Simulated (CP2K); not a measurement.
**GFN2-xTB run of CH3BClFO (SMILES OC(F)BCl)**

Aim: the vertical ionisation energy of CH3BClFO at GFN2-xTB, from 2 runs. 

Program for the calculation: CP2K 2026.2.

5 further runs of the same task are left out: 5 set aside as unsound or not needed.

**1. The system as given**

CH3BClFO: 8 atoms, total charge 0, spin state singlet. SMILES: `OC(F)BCl`. Geometry: relaxed at PBE0-D4/def2-TZVP. This is one conformer, not always the lowest.

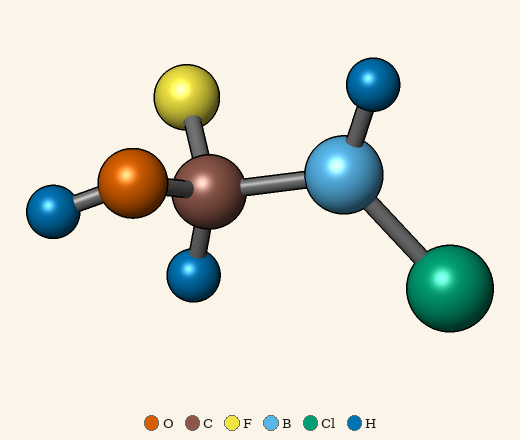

The structure, seen from a chosen angle (oxygen orange, carbon brown, fluorine yellow, boron blue, chlorine teal, hydrogen blue).

**2. A single-point energy at GFN2-xTB**

File gas.inp:

```
&GLOBAL
    PROJECT gas
    RUN_TYPE ENERGY
    PRINT_LEVEL MEDIUM
&END GLOBAL
&FORCE_EVAL
    METHOD QUICKSTEP
    &DFT
        CHARGE 0
        MULTIPLICITY 1
        ! Quickstep
        &QS
            METHOD XTB
            EPS_DEFAULT 1.0E-10
            &XTB
                GFN_TYPE TBLITE
                &TBLITE
                    METHOD GFN2
                &END TBLITE
                CHECK_ATOMIC_CHARGES F
            &END XTB
        &END QS
        &POISSON
            PERIODIC NONE
            POISSON_SOLVER ANALYTIC
        &END POISSON
        ! self-consistent field
        &SCF
            SCF_GUESS ATOMIC
            EPS_SCF 1.0E-07
            MAX_SCF 150
            ADDED_MOS 2
            &DIAGONALIZATION
                ALGORITHM STANDARD
            &END DIAGONALIZATION
            &MIXING
                METHOD DIRECT_P_MIXING
                ALPHA 0.4
            &END MIXING
        &END SCF
        &PRINT
            &MOMENTS
                PERIODIC F
                REFERENCE COM
                MAX_MOMENT 1
            &END MOMENTS
            &MO ON
                ENERGIES T
                OCCUPATION_NUMBERS T
                NDIGITS 6
                &EACH
                    QS_SCF 0
                &END EACH
                ADD_LAST NUMERIC
            &END MO
            &HIRSHFELD OFF
            &END HIRSHFELD
        &END PRINT
    &END DFT
    &SUBSYS
        ! vacuum box
        &CELL
            ABC [angstrom] 18.8 18.2 20.1
            PERIODIC NONE
        &END CELL
        &COORD
            O     -0.045500     0.346900     1.395700
            C      0.458900     0.058800     0.147300
            F      1.315100    -1.045400     0.209200
            B     -0.767200    -0.356700    -0.774700
            Cl    -1.105700     0.541100    -2.217200
            H      0.620500     0.802400     1.920200
            H      1.073200     0.877500    -0.246600
            H     -1.457200    -1.281600    -0.489900
        &END COORD
        &TOPOLOGY
            &CENTER_COORDINATES
            &END CENTER_COORDINATES
        &END TOPOLOGY
    &END SUBSYS
&END FORCE_EVAL
```

The run is started by

```
$ OMP_NUM_THREADS=1 cp2k.psmp gas.inp > gas.out
```

Output (excerpt; [...] marks lines left out):

```text
CP2K| version string:                                       CP2K version 2026.2
[...]
 GLOBAL| Method name                                                        CP2K
[...]
 GLOBAL| Run type                                                         ENERGY
[...]
                             - Atoms:                                          8
[...]
                             - Spherical basis functions:                     28
[...]
 Number of electrons:                                                         30
[...]
  *** SCF run converged in    22 steps ***
[...]
  Fermi energy:                                                -0.33372459202163
[...]
 TB_DIPOLE| Moment [Debye]         -0.26589696       1.25806199       0.46744907
 TB_DIPOLE| Derivative [a.u.]       0.00000000       0.00000000       0.00000000
[...]
 ENERGY| Total FORCE_EVAL ( QS ) energy [hartree]            -18.263911745265300
[...]
```

Run time: 1.3 s. Hardware: 1 thread of Intel Xeon Platinum 8175M at 2.50GHz (Skylake/Cascade Lake), shared host; peak memory 0.19 GiB.

**3. The doublet cation**

File mol.inp:

```
&GLOBAL
   PROJECT_NAME mol
   RUN_TYPE ENERGY
   PRINT_LEVEL MEDIUM
&END

&FORCE_EVAL
   METHOD Quickstep
   &DFT
      CHARGE 1
      MULTIPLICITY 2
      SPIN_POLARIZED T
      ! Quickstep
      &QS
         METHOD XTB
         EPS_DEFAULT 1.0E-10
         &XTB
            GFN_TYPE TBLITE
            &TBLITE
               METHOD GFN2
            &END
            CHECK_ATOMIC_CHARGES F
         &END
      &END
      ! cluster boundary conditions
      &POISSON
         PERIODIC NONE
         POISSON_SOLVER ANALYTIC
      &END
      &SCF
         SCF_GUESS ATOMIC
         EPS_SCF 1.0E-07
         MAX_SCF 150
         ADDED_MOS 4
         &DIAGONALIZATION
            ALGORITHM STANDARD
         &END
         &MIXING
            METHOD DIRECT_P_MIXING
            ALPHA 0.4
         &END
         &SMEAR ON
            METHOD FERMI_DIRAC
            ELECTRONIC_TEMPERATURE [K] 300
            FIXED_MAGNETIC_MOMENT 1.0
         &END
      &END
      &PRINT
         &MOMENTS
            PERIODIC F
            REFERENCE COM
            MAX_MOMENT 1
         &END
         &MO ON
            ENERGIES T
            OCCUPATION_NUMBERS T
            NDIGITS 6
            &EACH
               QS_SCF 0
            &END
            ADD_LAST NUMERIC
         &END
         &HIRSHFELD OFF
         &END
      &END
   &END
   ! structure
   &SUBSYS
      ! vacuum box
      &CELL
         ABC 18.8 18.2 20.1
         PERIODIC NONE
      &END
      &COORD
         O     -0.045500     0.346900     1.395700
         C      0.458900     0.058800     0.147300
         F      1.315100    -1.045400     0.209200
         B     -0.767200    -0.356700    -0.774700
         Cl    -1.105700     0.541100    -2.217200
         H      0.620500     0.802400     1.920200
         H      1.073200     0.877500    -0.246600
         H     -1.457200    -1.281600    -0.489900
      &END
      &TOPOLOGY
         &CENTER_COORDINATES
         &END
      &END
   &END
&END
```

The run is started by

```
$ OMP_NUM_THREADS=1 cp2k.psmp -i mol.inp -o mol.out
```

Output (excerpt; [...] marks lines left out):

```text
CP2K| version string:                                       CP2K version 2026.2
[...]
 GLOBAL| Method name                                                        CP2K
[...]
 GLOBAL| Run type                                                         ENERGY
[...]
                             - Atoms:                                          8
[...]
                             - Spherical basis functions:                     28
[...]
 Number of electrons:                                                         15
[...]
  *** SCF run converged in    23 steps ***
[...]
  Fermi energy:                                                -0.61818179917504
[...]
 TB_DIPOLE| Moment [Debye]         -0.86217584       1.28370791      -0.00348950
 TB_DIPOLE| Derivative [a.u.]       0.00000000       0.00000000       0.00000000
[...]
 ENERGY| Total FORCE_EVAL ( QS ) energy [hartree]            -17.724216351736441
[...]
```

Wall time 1.6 s (1 thread of Intel Xeon Platinum 8175M at 2.50GHz (Skylake/Cascade Lake), shared host); peak memory 0.19 GiB.

**4. Summary of results**

At GFN2-xTB:

```
                                                   quantity         value
                             singlet CH3BClFO: total energy  -18.26391 Eh
singlet CH3BClFO: dipole moment (from atomic charges alone)        1.37 D
                              singlet CH3BClFO: HOMO energy     -11.64 eV
                              singlet CH3BClFO: LUMO energy      -8.19 eV
                            singlet CH3BClFO: HOMO–LUMO gap       3.45 eV
                        singlet CH3BClFO: dispersion energy  -9.88 kJ/mol
                               doublet cation: total energy  -17.72422 Eh
         doublet cation: HOMO energy (highest over α and β)     -18.00 eV
          doublet cation: LUMO energy (lowest over α and β)     -17.76 eV
                          doublet cation: dispersion energy  -8.25 kJ/mol
         vertical ionisation energy (to the doublet cation)     14.686 eV
```

What this shows: The vertical ionisation energy comes to 14.69 eV (339 kcal/mol). xTB total energies overstate such differences by several eV unless an empirical shift is taken off; none is applied here. The dipole (singlet CH3BClFO) comes from point charges on the atoms alone, without atomic dipoles, so it is partial.
